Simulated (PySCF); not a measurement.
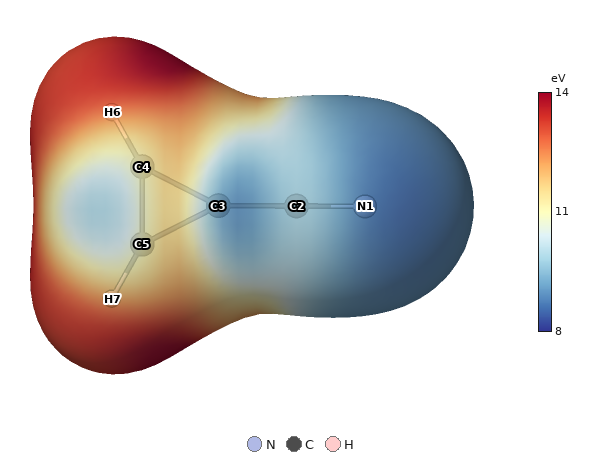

*C4H2N, doublet, SMILES `N#CC1=C[CH]1`. Average local ionisation energy on the surface of electron density 0.001 a.u.*

PySCF calculation, TPSSh/6-31G*, gas phase; geometry: GFN2-xTB. No frequency check shows the geometry to be a minimum. The stability of the open-shell solution wasn't checked. GFN2-xTB doesn't know the spin state, so this open-shell geometry is rough.

**Where are the most loosely bound electrons on this surface?**

The lowest value is 8.5 eV, off the molecular plane, over N1 (1.8 Å), and at like points elsewhere. Further minima include 8.9 eV, off the C2–C3 bond (2.0 to 2.1 Å from its atoms), and at like points elsewhere; 9.9 eV, off the C4–C5 bond (2.1 Å from its atoms), and at like points elsewhere. For comparison, the highest occupied orbital lies at −4.4 eV.

**What volume does the surface enclose, and what is the dipole moment?**

About 88 Å³; the dipole moment is 5.7 D.
